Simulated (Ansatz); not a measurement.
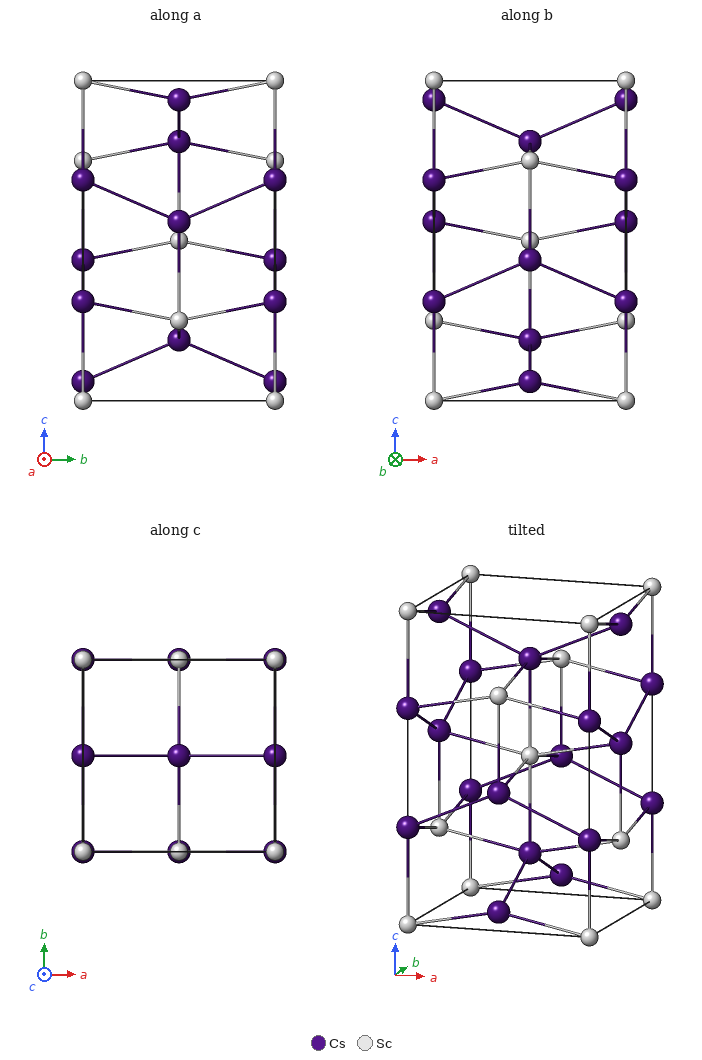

Crystal structure, ball-and-stick style, seen along the a axis, along the b axis, along the c axis and slightly off an axis. Atoms at the boundary of the conventional unit cell (the box) are drawn once for each face, edge or corner they touch.

Lattice parameters: a = 7.703 Å, b = 7.703 Å, c = 12.836 Å, α = 90.00°, β = 90.00°, γ = 90.00°.

### Give the structure in the form of a table of Wyckoff sites, with free fractional coordinates to two decimals.

Space group I4_1/amd:1 (No. 141).
```tsv
atom	site	x	y	z
Cs	8e	0.00	0.00	0.31
Sc	4a	0.00	0.00	0.00
```

The structure comes from a structure type filled with these elements by a generator (whether the compound takes this form wasn't checked). It was relaxed with DFT PBE, scalar-relativistic, plane waves, PAW in Ansatz 0.2.0.
